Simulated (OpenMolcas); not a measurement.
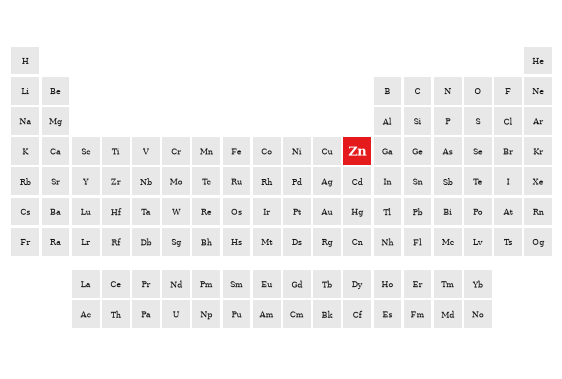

Figure 1. The place of zinc in the periodic table.

**Run report: Zn⁺, multiconfigurational calculation**

Zn⁺. Level asked for: state-averaged CASSCF, active space 1 electron in the shells 4s 4p, basis ANO-RCC-VDZ, DKH3 scalar Hamiltonian, spin-orbit coupling by RASSI with atomic mean-field integrals (OpenMolcas).

**Outcome**

```
quantity                      value
 outcome     refused by the program
hardware  1 CPU thread, shared host
```

**What went wrong**

The input is odd on purpose: wrong spin. The program refused the input; the driver noted: RASSCF spin 2: _RC_INPUT_ERROR_.

**Input**
```
&GATEWAY
Coord
1

Zn 0.0 0.0 0.0
Basis=ANO-RCC-VDZ
Group=XYZ
NoMove
AngMom=0.0 0.0 0.0
AMFI
&SEWARD
Relativistic=R03O02
&RASSCF
FileOrb=start.orb
Symmetry=1
Spin=3
nActEl=1 0 0
Inactive=8 6
Ras2=1 3
CIRoot=1 1 1
SDav=1
CIMx=300
Iter=96 100
PrWF=0.3
OrbListing=Nothing
MaxOrb=0
Atom
CIOnly
>>> COPY $Project.JobIph JOB001
```

The file start.orb holds starting orbitals from an earlier step.

Run as:
```bash
OMP_NUM_THREADS=1 MOLCAS_MEM=2252 MOLCAS_PROJECT=a pymolcas a.inp > a.log  # once for each step of the input, in one work folder
```

**The program's output (extracts)**
```
--- SEWARD ---
Basis set label: ZN.ANO-RCC...5S4P2D.

      Electronic valence basis set:
      ------------------
      Associated Effective Charge  30.000000 au
      Associated Actual Charge     30.000000 au
      Nuclear Model: Point charge

      Shell  nPrim  nBasis  Cartesian Spherical Contaminant
         s      21       5        X
         p      15       4        X
         d      10       2                 X
Relativistic=R03O02
                  Relativistic Douglas-Kroll-Hess integrals:
                    - DKH order of Hamiltonian: 3
                    - DKH order of Properties : 2
--- RASSCF ---

 Nr of active orbitals     NAC=   4
 Spin degeneracy         ISPIN=   3
 There can be no such wave function.
 ************************************************
--- Stop Module: rasscf at  /rc=_RC_INPUT_ERROR_ ---
.####################.
.# User input error #.
.####################.
```
